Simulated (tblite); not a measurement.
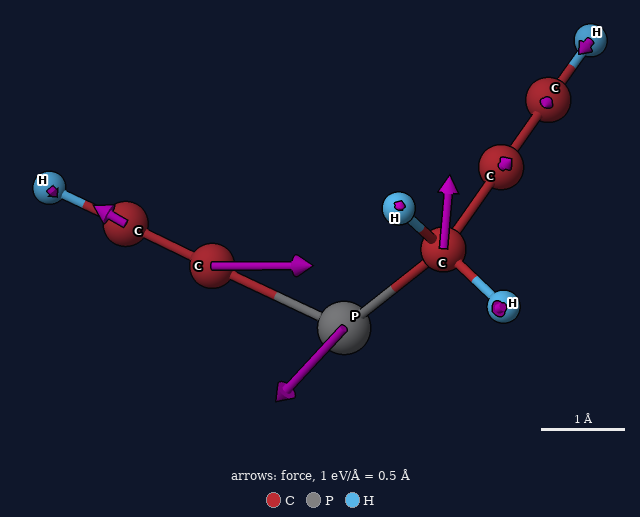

Starting geometry of C₅H₄P (charge −1) with the computed forces as purple arrows. Style: ball-and-stick. Shown from a free direction.

The calculation used tblite 0.8.0, GFN2-xTB geometry optimisation, gas phase. 

Question: Is this structure relaxed? If not, where do the atoms go?

Answer: It isn't relaxed: the largest force vector, on the P atom, is 2.88 eV/Å. The final displacements have little in common with the starting forces (cosine between the two patterns 0.22). The atom that moves furthest after the best rigid fit is an H atom (0.64 Å). By element the largest moves are H 0.64 Å, C 0.45 Å, P 0.35 Å. Near-neighbour distances that change, for instance: C–P 1.829 → 1.732 Å, C–P 1.854 → 1.911 Å, C–C 1.461 → 1.434 Å, C–H 1.063 → 1.050 Å. Bond angles that change, for instance: C–P–C 120.5° → 95.9°, P–C–C 179.0° → 173.2°, C–C–H 178.9° → 173.3°. Over 78 geometry steps the energy falls by 60.2 kJ/mol. The run took 0.26 s on 1 thread of Arm Neoverse V2, with other jobs on the host.
